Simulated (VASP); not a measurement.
Band structure of TiO$_{2}$ (rutile). Calculation: LDA (Ceperley-Alder, Perdew-Zunger) with spin-orbit coupling, VASP's LDA PAW potentials (set 64) (plane waves; VASP).

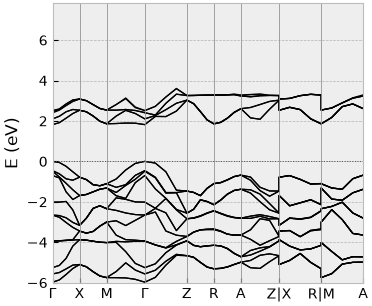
Bands along high-symmetry lines, zero at the valence-band maximum or, without a gap, the Fermi level

Task: Read the plot: is there a gap, and where are the band edges?

Result: The gap is direct, 1.82 eV, from the valence maximum at Γ to the conduction minimum at Γ.

The compound is TiO2 in the rutile structure. It was relaxed first.
